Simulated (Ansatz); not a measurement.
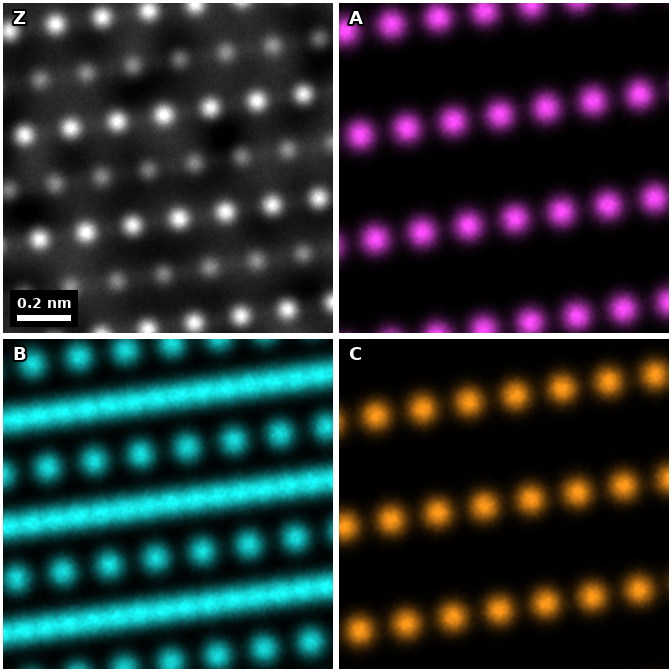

SrTiO₃ (Pm-3m, No. 221) along [210]. Panel Z: The image is simulated as a sum over atoms of Z^1.7, blurred by a 0.62 Å probe (no channelling). The probe carries 25 % of its weight in a tail 2.5 times as wide. Shot noise and the speckle of an amorphous layer were added. The other panels are simulated element maps (the number of atoms of one element along the beam, blurred by 0.9 Å, with counting noise; each on its own scale, no channelling). Structure: the input geometry of an electronic-structure calculation (not necessarily at equilibrium).

```cif
data_structure
_symmetry_space_group_name_H-M 'Pm-3m'
_symmetry_Int_Tables_number 221
_cell_length_a 3.9069
_cell_length_b 3.9069
_cell_length_c 3.9069
_cell_angle_alpha 90.000
_cell_angle_beta 90.000
_cell_angle_gamma 90.000
_cell_volume 59.63
loop_
_atom_site_label
_atom_site_type_symbol
_atom_site_symmetry_multiplicity
_atom_site_Wyckoff_symbol
_atom_site_fract_x
_atom_site_fract_y
_atom_site_fract_z
_atom_site_occupancy
Sr1 Sr 1 a 0.00000 0.00000 0.00000 1
Ti1 Ti 1 b 0.50000 0.50000 0.50000 1
O1 O 3 c 0.50000 0.00000 0.50000 1
```

Which element does each lettered map show?

Answer. A: Sr, B: O, C: Ti. The projected cell (1.75 × 3.91 Å, 90°) holds 4 columns: 2 of O, 1 of Sr and 1 of Ti + O. Columns shared by several elements: Ti + O.
